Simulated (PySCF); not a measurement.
**C₂H₇Al: NMR shifts at several levels of theory**

Aim: compute the NMR shifts of C₂H₇Al (`C[CH2][AlH2]`) at several levels, and see how far they spread and what each costs.

Computed with PySCF 2.14.0, with density-fitted response routines of our own, on a single molecule in the gas phase. Atoms are numbered from 0 throughout.

**1. Starting geometry**

10 atoms, charge 0, multiplicity 1; geometry from: GFN2-xTB.

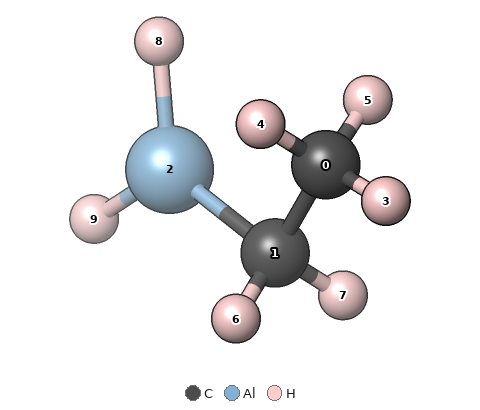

The starting geometry (carbon dark grey, aluminium light blue, hydrogen pink), atoms numbered.

**2. Geometry optimisation at PBE0-D3(BJ)/def2-SVP**

What the job is given:

```
{"job": {"xc": "PBE0", "basis": "def2-SVP", "d3": "d3bj", "grid": 1, "kind": "geom"}, "charge": 0, "multiplicity": 1}
C     -1.115527    -0.060625     0.545762
C     -0.254516     0.321875    -0.675611
Al     1.620499    -0.169470    -0.180017
H     -2.170820     0.157821     0.383475
H     -0.784708     0.483764     1.431738
H     -1.014802    -1.125052     0.764977
H     -0.400979     1.389652    -0.895554
H     -0.642235    -0.201388    -1.562331
H      1.877084    -0.827957     1.203106
H      2.894886     0.036033    -1.038073
```

The program printed:

```text
step   0  E = -322.47651514  max force = 0.013662
step   1  E = -322.48052456  max force = 0.005083
step   2  E = -322.48107217  max force = 0.004276
step   3  E = -322.48133980  max force = 0.002438
step   4  E = -322.48141316  max force = 0.001472
step   5  E = -322.48142709  max force = 0.000526
step   6  E = -322.48142847  max force = 0.000146
optimisation converged
```

Wall time 12 s (1 thread, shared host).

Relaxation path:

```
step  energy from step 0 (eV)  largest force component (eV/Å)
   0                   0.0000                          0.7025
   1                  -0.1091                          0.2614
   2                  -0.1240                          0.2199
   3                  -0.1313                          0.1254
   4                  -0.1333                          0.0757
   5                  -0.1337                          0.0270
   6                  -0.1337                          0.0075
```

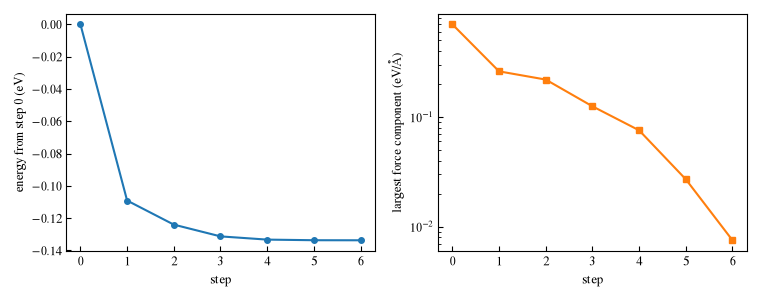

Energy and force, step by step.

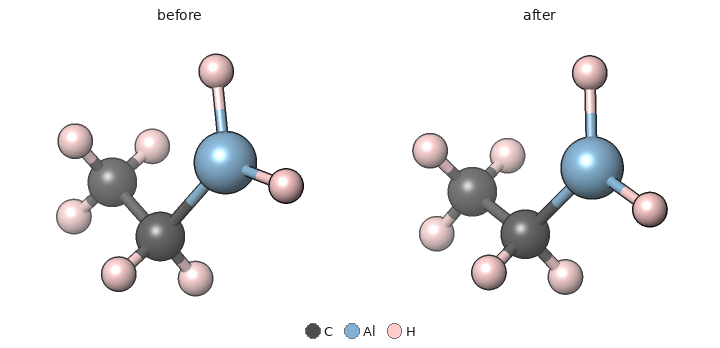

The geometry before (left) and after (right).

Distances of close pairs at the start and the end, largest changes first:

| bond | before (Å) | after (Å) | change (Å) |
| --- | --- | --- | --- |
| Al2–H9 | 1.550 | 1.595 | +0.045 |
| Al2–H8 | 1.553 | 1.596 | +0.043 |
| C1–Al2 | 2.001 | 1.965 | -0.036 |
| C0–C1 | 1.543 | 1.528 | -0.015 |
| C0–H3 | 1.090 | 1.103 | +0.013 |
| C0–H4 | 1.091 | 1.102 | +0.011 |
| C0–H5 | 1.091 | 1.102 | +0.011 |
| C1–H7 | 1.100 | 1.108 | +0.008 |

The end geometry stands in the next job.

| at the end point | value |
| --- | --- |
| point group (found at 0.08 Å tolerance) | Cs |
| rotational constants (GHz, main isotopes) | 26.685, 4.682, 4.187 |
| dipole moment (D) | 0.75 |

**3. Shielding tensors: PBE0/cc-pVDZ**

What the job is given:

```
{"job": {"kind": "nmr", "xc": "PBE0", "basis": "cc-pVDZ", "pop": true}, "charge": 0, "multiplicity": 1}
C     -1.221384    -0.048225     0.545024
C     -0.195321     0.259841    -0.544386
Al     1.683985    -0.177092    -0.174705
H     -2.247331     0.223790     0.245770
H     -1.003929     0.496270     1.478093
H     -1.234945    -1.119155     0.804259
H     -0.228453     1.332380    -0.818877
H     -0.462575    -0.257083    -1.487155
H      2.122496    -0.864123     1.197231
H      2.796113     0.158146    -1.267882
```

With the program's defaults for keys left out, this is: GIAO PBE0/cc-pVDZ NMR shielding, non-relativistic, gas phase.

The program printed:

```text
coarse grid: 8136 points
cycle   1  E = -322.5644951142  dE = -1.086e-01  |g| = 3.585e-01  |ddm| = 5.362e+00
cycle   2  E = -322.5490665200  dE =  1.543e-02  |g| = 4.323e-01  |ddm| = 1.526e+00
cycle   3  E = -322.6015836553  dE = -5.252e-02  |g| = 2.708e-02  |ddm| = 7.840e-01
cycle   4  E = -322.6018219093  dE = -2.383e-04  |g| = 7.772e-03  |ddm| = 7.298e-02
cycle   5  E = -322.6018360251  dE = -1.412e-05  |g| = 3.323e-03  |ddm| = 2.088e-02
cycle   6  E = -322.6018388362  dE = -2.811e-06  |g| = 2.325e-04  |ddm| = 5.955e-03
final grid: 71912 points
cycle   7  E = -322.6088384399  dE = -6.537e-06  |g| = 6.053e-03  |ddm| = 3.621e-02
cycle   8  E = -322.6088325699  dE =  5.870e-06  |g| = 7.624e-03  |ddm| = 2.363e-02
cycle   9  E = -322.6088484869  dE = -1.592e-05  |g| = 2.790e-04  |ddm| = 1.326e-02
cycle  10  E = -322.6088485063  dE = -1.933e-08  |g| = 8.503e-05  |ddm| = 6.865e-04
cycle  11  E = -322.6088485081  dE = -1.788e-09  |g| = 1.426e-05  |ddm| = 1.684e-04
cycle  12  E = -322.6088485081  dE = -6.463e-11  |g| = 2.182e-06  |ddm| = 4.316e-05
converged SCF energy = -322.6088485081

GIAO shielding tensors (ppm)
atom      isotropic    diamagn.    paramagn.     s11        s22        s33       span
  0 C      184.204     242.461     -58.258    176.266    180.126    196.219     19.953
  1 C      184.751     239.694     -54.943    162.999    194.273    196.981     33.982
  2 Al     333.618     797.366    -463.748    237.491    326.278    437.084    199.593
  3 H       29.987      28.021       1.965     25.201     28.114     36.645     11.444
  4 H       30.133      29.270       0.863     26.265     28.174     35.960      9.694
  5 H       30.113      29.278       0.835     26.240     28.176     35.924      9.684
  6 H       30.735      28.494       2.242     26.374     29.620     36.213      9.839
  7 H       30.790      28.473       2.317     26.411     29.664     36.294      9.884
  8 H       25.561      28.811      -3.250     23.598     24.070     29.015      5.416
  9 H       25.639      28.499      -2.860     23.366     24.025     29.527      6.161
```

Run time: 3.9 s. Hardware: 1 thread, shared host.

Shifts follow as δ = σ(reference) − σ, with reference shieldings (ppm) from runs at the same level and on the same kind of geometry: 1H TMS 31.29, 13C TMS 196.8, 27Al AlH4- 538.6. The references are single molecules in the gas phase. Shifts against hydride references such as AlH4− lie on their own scale. Atoms listed in one row are averaged.

```csv
atoms,environment,σ (ppm),δ (ppm)
C0,methyl carbon,184.2,12.6
C1,sp3 CH2 bonded to Al,184.8,12.0
"H8, H9",hydrogen on an aluminium bonded to C,25.60,5.69
"H3, H4, H5",hydrogen on a methyl carbon,30.08,1.21
"H6, H7",hydrogen on an sp3 CH2 bonded to Al,30.76,0.53
Al2,"aluminium bonded to C, 2 H",333.6,204.9
```

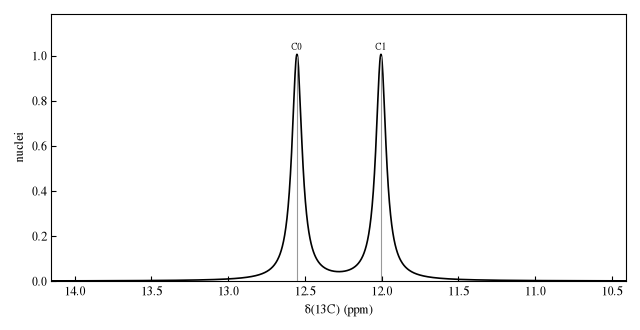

13C lines at the computed shifts, without couplings. Lines are broadened to a width of 0.08 ppm (Lorentzian).

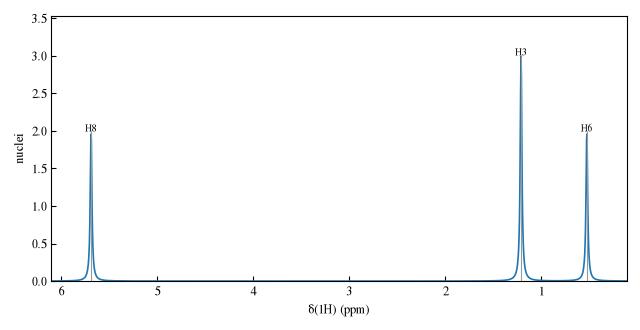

1H lines at the computed shifts, without couplings. Lines are broadened to a width of 0.02 ppm (Lorentzian).

The run also stored atomic charges by several schemes (e):

```csv
atoms,Mulliken,IAO,Hirshfeld,ESP fit
C0,-0.08,-0.39,-0.11,0.03
C1,-0.31,-0.61,-0.21,-0.20
Al2,0.35,0.73,0.50,0.78
```

IAO charges:

```
atom  value (e)
  C0      -0.39
  C1      -0.61
 Al2       0.73
  H3       0.13
  H4       0.13
  H5       0.13
  H6       0.14
  H7       0.14
  H8      -0.20
  H9      -0.20
```

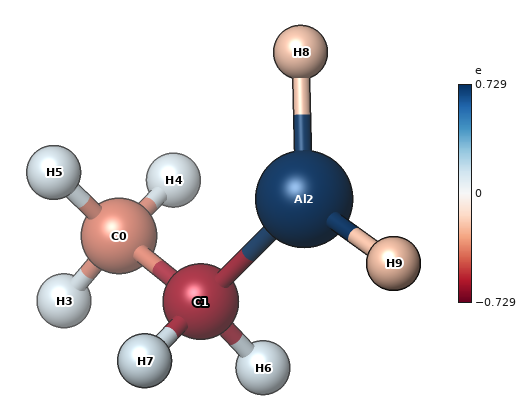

IAO charges, as colours on the atoms.

Mayer bond orders: C0–C1 1.08, C1–Al2 1.02.

**4. Nuclear shieldings: PBE0/cc-pVTZ**

Settings changed since step 3:

```diff
@@ -1,2 +1,2 @@
-{"job": {"kind": "nmr", "xc": "PBE0", "basis": "cc-pVDZ", "pop": true}, "charge": 0, "multiplicity": 1}
+{"job": {"kind": "nmr", "xc": "PBE0", "basis": "cc-pVTZ", "pop": true}, "charge": 0, "multiplicity": 1}
 C     -1.221384    -0.048225     0.545024
```

With the program's defaults for keys left out, this is: GIAO PBE0/cc-pVTZ NMR shielding, non-relativistic, gas phase.

The program printed:

```text
coarse grid: 8136 points
cycle   1  E = -322.6061962119  dE = -1.394e-01  |g| = 3.891e-01  |ddm| = 5.845e+00
cycle   2  E = -322.5858125332  dE =  2.038e-02  |g| = 4.782e-01  |ddm| = 1.493e+00
cycle   3  E = -322.6469985732  dE = -6.119e-02  |g| = 3.201e-02  |ddm| = 8.120e-01
cycle   4  E = -322.6472812682  dE = -2.827e-04  |g| = 9.434e-03  |ddm| = 6.931e-02
cycle   5  E = -322.6472984806  dE = -1.721e-05  |g| = 3.748e-03  |ddm| = 2.043e-02
cycle   6  E = -322.6473017833  dE = -3.303e-06  |g| = 5.253e-04  |ddm| = 6.405e-03
final grid: 71912 points
cycle   7  E = -322.6473670877  dE = -3.288e-05  |g| = 6.206e-03  |ddm| = 8.442e-02
cycle   8  E = -322.6473612189  dE =  5.869e-06  |g| = 7.740e-03  |ddm| = 2.338e-02
cycle   9  E = -322.6473766494  dE = -1.543e-05  |g| = 3.398e-04  |ddm| = 1.284e-02
cycle  10  E = -322.6473766742  dE = -2.478e-08  |g| = 1.466e-04  |ddm| = 7.106e-04
cycle  11  E = -322.6473766790  dE = -4.815e-09  |g| = 2.967e-05  |ddm| = 2.600e-04
cycle  12  E = -322.6473766793  dE = -2.264e-10  |g| = 3.070e-06  |ddm| = 5.014e-05
converged SCF energy = -322.6473766793

GIAO shielding tensors (ppm)
atom      isotropic    diamagn.    paramagn.     s11        s22        s33       span
  0 C      176.291     240.591     -64.300    168.740    171.685    188.448     19.708
  1 C      177.438     234.888     -57.450    154.920    187.376    190.017     35.098
  2 Al     269.377     800.081    -530.704    170.462    269.808    367.862    197.400
  3 H       29.926      28.405       1.521     25.085     28.034     36.659     11.574
  4 H       30.160      29.048       1.112     26.301     28.110     36.069      9.768
  5 H       30.141      29.048       1.093     26.279     28.112     36.032      9.753
  6 H       30.794      27.900       2.894     26.351     29.710     36.320      9.969
  7 H       30.850      27.887       2.963     26.388     29.760     36.400     10.012
  8 H       25.800      28.577      -2.777     24.117     24.226     29.057      4.940
  9 H       25.858      28.294      -2.436     23.858     24.098     29.618      5.760
```

It took 12 s on 1 thread, shared host.

In short: δ C0 11.0, C1 9.9, Al2 223.3, H8 5.46, H3 1.22 ppm (means over like atoms).

**5. Nuclear shieldings: PBE0/aug-cc-pVDZ**

Settings changed since step 4:

```diff
@@ -1,2 +1,2 @@
-{"job": {"kind": "nmr", "xc": "PBE0", "basis": "cc-pVTZ", "pop": true}, "charge": 0, "multiplicity": 1}
+{"job": {"kind": "nmr", "xc": "PBE0", "basis": "aug-cc-pVDZ", "pop": true}, "charge": 0, "multiplicity": 1}
 C     -1.221384    -0.048225     0.545024
```

With the program's defaults for keys left out, this is: GIAO PBE0/aug-cc-pVDZ NMR shielding, non-relativistic, gas phase.

The program printed:

```text
coarse grid: 8136 points
cycle   1  E = -322.5689032027  dE = -1.136e-01  |g| = 3.674e-01  |ddm| = 6.147e+00
cycle   2  E = -322.5503463829  dE =  1.856e-02  |g| = 4.502e-01  |ddm| = 1.696e+00
cycle   3  E = -322.6073737843  dE = -5.703e-02  |g| = 2.933e-02  |ddm| = 8.632e-01
cycle   4  E = -322.6076514926  dE = -2.777e-04  |g| = 7.790e-03  |ddm| = 9.510e-02
cycle   5  E = -322.6076653057  dE = -1.381e-05  |g| = 3.556e-03  |ddm| = 2.262e-02
cycle   6  E = -322.6076685166  dE = -3.211e-06  |g| = 2.646e-04  |ddm| = 6.868e-03
final grid: 71912 points
cycle   7  E = -322.6146755155  dE = -8.409e-06  |g| = 5.997e-03  |ddm| = 9.067e-02
cycle   8  E = -322.6146693173  dE =  6.198e-06  |g| = 7.648e-03  |ddm| = 2.632e-02
cycle   9  E = -322.6146853288  dE = -1.601e-05  |g| = 2.845e-04  |ddm| = 1.413e-02
cycle  10  E = -322.6146853486  dE = -1.976e-08  |g| = 9.080e-05  |ddm| = 7.526e-04
cycle  11  E = -322.6146853506  dE = -2.016e-09  |g| = 1.688e-05  |ddm| = 1.934e-04
cycle  12  E = -322.6146853507  dE = -8.714e-11  |g| = 2.255e-06  |ddm| = 5.327e-05
converged SCF energy = -322.6146853507

GIAO shielding tensors (ppm)
atom      isotropic    diamagn.    paramagn.     s11        s22        s33       span
  0 C      184.097     203.922     -19.825    177.387    179.467    195.437     18.051
  1 C      183.470     221.776     -38.305    161.518    193.882    195.012     33.494
  2 Al     333.653     802.488    -468.834    233.673    329.293    437.994    204.321
  3 H       29.927      26.785       3.142     25.148     28.043     36.591     11.443
  4 H       30.175      26.088       4.087     26.377     28.171     35.977      9.599
  5 H       30.156      26.077       4.079     26.354     28.175     35.939      9.586
  6 H       30.745      27.285       3.460     26.373     29.731     36.133      9.760
  7 H       30.798      27.276       3.523     26.408     29.775     36.211      9.803
  8 H       25.606      27.570      -1.965     23.815     24.147     28.855      5.039
  9 H       25.686      27.286      -1.600     23.567     24.037     29.453      5.886
```

Wall time 7.3 s (1 thread, shared host).

This run: δ C1 11.6, C0 11.0, Al2 207.4, H8 5.75, H3 1.31 ppm (means over like atoms).

**6. Shielding tensors: PBE0/IGLO-III**

Settings changed since step 5:

```diff
@@ -1,2 +1,2 @@
-{"job": {"kind": "nmr", "xc": "PBE0", "basis": "aug-cc-pVDZ", "pop": true}, "charge": 0, "multiplicity": 1}
+{"job": {"kind": "nmr", "xc": "PBE0", "basis": "IGLO-III", "pop": true}, "charge": 0, "multiplicity": 1}
 C     -1.221384    -0.048225     0.545024
```

With the program's defaults for keys left out, this is: GIAO PBE0/IGLO-III NMR shielding, non-relativistic, gas phase.

The program printed:

```text
coarse grid: 8136 points
cycle   1  E = -322.6069363268  dE = -1.520e-01  |g| = 3.994e-01  |ddm| = 1.965e+00
cycle   2  E = -322.5862698979  dE =  2.067e-02  |g| = 4.825e-01  |ddm| = 5.652e-01
cycle   3  E = -322.6477649999  dE = -6.150e-02  |g| = 3.770e-02  |ddm| = 3.155e-01
cycle   4  E = -322.6481251252  dE = -3.601e-04  |g| = 1.079e-02  |ddm| = 3.438e-02
cycle   5  E = -322.6481442349  dE = -1.911e-05  |g| = 3.737e-03  |ddm| = 7.225e-03
cycle   6  E = -322.6481474302  dE = -3.195e-06  |g| = 7.383e-04  |ddm| = 2.157e-03
final grid: 71912 points
cycle   7  E = -322.6498557522  dE = -4.306e-05  |g| = 6.264e-03  |ddm| = 3.090e-02
cycle   8  E = -322.6498501189  dE =  5.633e-06  |g| = 7.642e-03  |ddm| = 7.857e-03
cycle   9  E = -322.6498650072  dE = -1.489e-05  |g| = 4.087e-04  |ddm| = 4.329e-03
cycle  10  E = -322.6498650382  dE = -3.104e-08  |g| = 1.818e-04  |ddm| = 3.108e-04
cycle  11  E = -322.6498650455  dE = -7.238e-09  |g| = 4.403e-05  |ddm| = 1.035e-04
cycle  12  E = -322.6498650459  dE = -4.326e-10  |g| = 2.818e-06  |ddm| = 2.435e-05
converged SCF energy = -322.6498650459

GIAO shielding tensors (ppm)
atom      isotropic    diamagn.    paramagn.     s11        s22        s33       span
  0 C      172.869     245.389     -72.520    165.061    168.214    185.333     20.273
  1 C      173.741     249.078     -75.337    150.820    184.433    185.971     35.151
  2 Al     266.987     798.131    -531.144    172.491    266.749    361.720    189.229
  3 H       30.001      28.034       1.968     25.140     28.174     36.690     11.549
  4 H       30.245      29.211       1.034     26.343     28.250     36.141      9.797
  5 H       30.226      29.212       1.015     26.323     28.252     36.104      9.781
  6 H       30.882      29.311       1.571     26.473     29.785     36.390      9.917
  7 H       30.936      29.294       1.642     26.508     29.832     36.468      9.959
  8 H       25.875      28.842      -2.967     24.199     24.287     29.140      4.941
  9 H       25.924      28.742      -2.817     23.908     24.142     29.722      5.815
```

Wall time 11 s (1 thread, shared host).

This run: δ C0 10.9, C1 10.0, Al2 217.9, H8 5.47, H3 1.22 ppm (means over like atoms).

**7. Shielding tensors: PBE0/pcSseg-0**

Settings changed since step 6:

```diff
@@ -1,2 +1,2 @@
-{"job": {"kind": "nmr", "xc": "PBE0", "basis": "IGLO-III", "pop": true}, "charge": 0, "multiplicity": 1}
+{"job": {"kind": "nmr", "xc": "PBE0", "basis": "pcSseg-0", "pop": true}, "charge": 0, "multiplicity": 1}
 C     -1.221384    -0.048225     0.545024
```

Level: GIAO PBE0/pcSseg-0 NMR shielding, non-relativistic, gas phase.

The program printed:

```text
coarse grid: 8136 points
cycle   1  E = -322.1072224448  dE = -1.842e-01  |g| = 3.115e-01  |ddm| = 2.787e+00
cycle   2  E = -322.1010834781  dE =  6.139e-03  |g| = 3.503e-01  |ddm| = 7.343e-01
cycle   3  E = -322.1341652218  dE = -3.308e-02  |g| = 2.619e-02  |ddm| = 4.151e-01
cycle   4  E = -322.1343783490  dE = -2.131e-04  |g| = 6.489e-03  |ddm| = 5.104e-02
cycle   5  E = -322.1343885846  dE = -1.024e-05  |g| = 2.573e-03  |ddm| = 1.031e-02
cycle   6  E = -322.1343902369  dE = -1.652e-06  |g| = 2.466e-04  |ddm| = 2.503e-03
final grid: 71912 points
cycle   7  E = -322.1574555764  dE = -6.168e-06  |g| = 3.995e-03  |ddm| = 1.372e-02
cycle   8  E = -322.1574537041  dE =  1.872e-06  |g| = 4.804e-03  |ddm| = 9.089e-03
cycle   9  E = -322.1574597613  dE = -6.057e-06  |g| = 1.533e-04  |ddm| = 5.107e-03
cycle  10  E = -322.1574597667  dE = -5.439e-09  |g| = 6.572e-05  |ddm| = 2.292e-04
cycle  11  E = -322.1574597678  dE = -1.077e-09  |g| = 6.071e-06  |ddm| = 6.717e-05
cycle  12  E = -322.1574597678  dE = -1.319e-11  |g| = 7.740e-07  |ddm| = 1.417e-05
converged SCF energy = -322.1574597678

GIAO shielding tensors (ppm)
atom      isotropic    diamagn.    paramagn.     s11        s22        s33       span
  0 C      181.180     245.446     -64.266    172.715    177.641    193.185     20.470
  1 C      183.154     250.380     -67.225    158.923    190.176    200.364     41.441
  2 Al     221.113     793.738    -572.626     92.846    201.382    369.110    276.264
  3 H       31.316      29.148       2.168     26.061     29.374     38.513     12.452
  4 H       31.552      29.169       2.383     27.379     29.585     37.691     10.313
  5 H       31.530      29.160       2.370     27.335     29.591     37.665     10.330
  6 H       32.360      30.661       1.698     27.426     31.090     38.563     11.136
  7 H       32.421      30.654       1.766     27.466     31.132     38.664     11.198
  8 H       26.160      28.397      -2.237     24.016     25.466     28.997      4.981
  9 H       26.247      28.551      -2.305     23.858     25.381     29.501      5.643
```

Wall time 2.4 s (1 thread, shared host).

Key values: δ C0 12.3, C1 10.4, Al2 254.8, H8 6.63, H3 1.37 ppm (means over like atoms).

**8. Comparing the runs: NMR shifts**

Shifts (ppm), means over like atoms, with basis size and wall time:

```csv
run,C0,C1,H8,H3,H6,Al2,functions,time
PBE0/cc-pVDZ,12.6,12.0,5.69,1.21,0.53,204.9,81,3.9 s
PBE0/cc-pVTZ,11.0,9.9,5.46,1.22,0.47,223.3,192,12 s
PBE0/aug-cc-pVDZ,11.0,11.6,5.75,1.31,0.62,207.4,136,7.3 s
PBE0/IGLO-III,10.9,10.0,5.47,1.22,0.46,217.9,184,11 s
PBE0/pcSseg-0,12.3,10.4,6.63,1.37,0.44,254.8,45,2.4 s
```

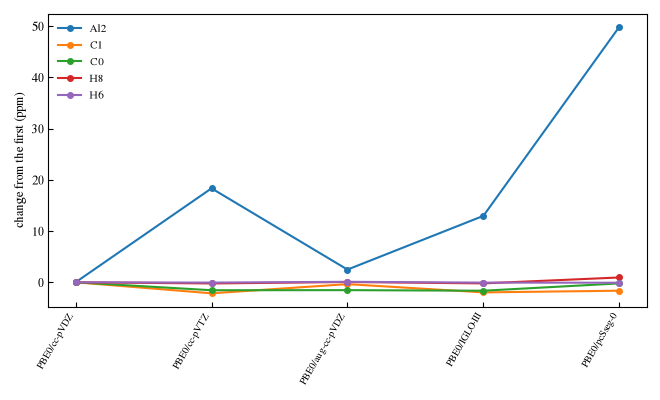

How five of the tabulated atoms move from run to run.

**9. Outcome**

| quantity | value |
| --- | --- |
| point group | Cs |
| rotational constants (main isotopes) | 26.68, 4.68, 4.19 GHz |
| 13C shifts against TMS (PBE0/cc-pVDZ) | 12.6, 12.0 ppm |
| 1H shifts against TMS (PBE0/cc-pVDZ, means over atoms taken as alike) | 5.69, 1.21, 0.53 ppm |
| 27Al shifts against AlH4- (PBE0/cc-pVDZ) | 204.9 ppm |
| range of the shift of Al2 | 204.9 to 254.8 ppm |

Single values in the summary come from the first run of each kind that ended normally (PBE0/cc-pVDZ), which need not be the best level. Over 6 steps the energy fell by 0.134 eV; of the close pairs, Al2–H9 changed most, 1.550 to 1.595 Å. No frequency check was run at this level, so the end point may be a saddle. At PBE0/cc-pVDZ: The largest span, 200 ppm, is at Al2, where the paramagnetic term is -464 ppm. Across the 5 runs the shift of Al2 moves most, between 204.9 (PBE0/cc-pVDZ) and 254.8 ppm (PBE0/pcSseg-0).
